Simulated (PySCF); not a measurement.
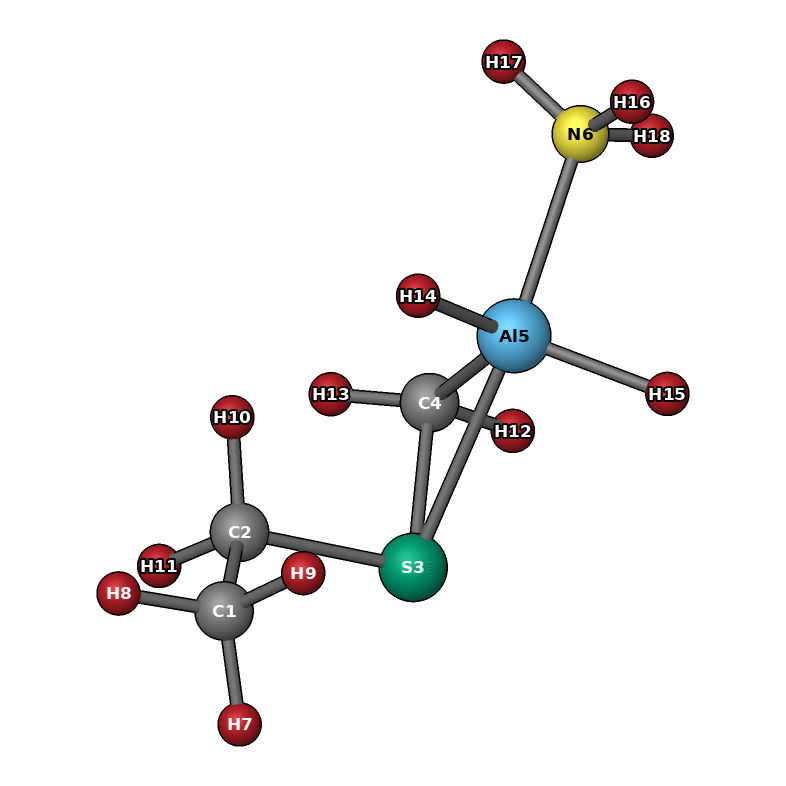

The questions are on isotropic NMR shieldings of the C atoms. The geometry was computed by an optimisation with GFN2-xTB. No frequency run is at hand to confirm it as a minimum. Properties computed with GIAO PBE0/pcSseg-1 NMR shielding, non-relativistic, gas phase (PySCF 2.14.0).

Give the isotropic NMR shieldings of the C atoms atom by atom.

| atom | σ (ppm) |
| --- | --- |
| C1 | 171.1 |
| C2 | 145.2 |
| C4 | 178.4 |

The geometry is semi-empirical. Around Al such bond lengths and angles can be off by a tenth of an ångström or more and by several degrees, and values that hang on the shape move with them.
